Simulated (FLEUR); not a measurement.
Band structure of SiC (P6_3mc, 4 atoms in the cell).

```
SiC
1.0
    3.07351     0.00000     0.00000
   -1.53676     2.66174     0.00000
    0.00000     0.00000     5.04525
Si C
2 2
Direct
  0.33333   0.66667   0.49960
  0.66667   0.33333   0.99960
  0.33333   0.66667   0.87540
  0.66667   0.33333   0.37540
```

Method of the run: PBE, all-electron FLAPW (FLEUR), scalar-relativistic valence.

Settings: Kmax = 4.5 1/bohr; GmaxXC = 15.8 1/bohr; xcFunctional = pbe; jspins = 1; l_soc = F; mode = hist; fermiSmearingEnergy = 0.00073499 Htr; mesh (inpgen div1-3) = 6 6 4; inpgen gamma flag = true; Gmax = 15.8 1/bohr; numbands = 0; maxIterBroyd = 15; imix = Anderson; alpha = 0.05.

The starting cell comes from a database of computed structures (which also holds hypothetical and non-ambient phases and stackings), without a prior relaxation at this level. Values depend on the basis (sphere radii, cutoffs, local orbitals), which need not be converged.

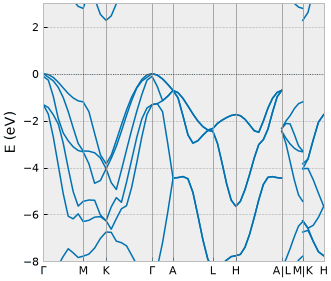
Figure: Bands along the path, energies from the Fermi level.

Levels in eV from the Fermi level, bands 5 to 12:
```json
[
 {"point": "Γ", "5": "-1.32", "6": "-0.11", "7": "0.00", "8": "0.00", "9": "4.82", "10": "6.22", "11": "6.68", "12": "6.68"},
 {"point": "M", "5": "-5.44", "6": "-3.33", "7": "-3.30", "8": "-1.20", "9": "2.78", "10": "4.23", "11": "6.90", "12": "7.14"},
 {"point": "K", "5": "-6.27", "6": "-4.05", "7": "-4.05", "8": "-3.84", "9": "2.27", "10": "8.18", "11": "8.87", "12": "8.87"},
 {"point": "A", "5": "-0.72", "6": "-0.72", "7": "-0.72", "8": "-0.72", "9": "5.91", "10": "5.91", "11": "7.36", "12": "7.36"},
 {"point": "L", "5": "-2.45", "6": "-2.45", "7": "-2.34", "8": "-2.34", "9": "3.29", "10": "3.29", "11": "5.27", "12": "5.27"},
 {"point": "H", "5": "-5.65", "6": "-5.65", "7": "-1.74", "8": "-1.74", "9": "5.08", "10": "5.08", "11": "6.02", "12": "6.02"}
]
```
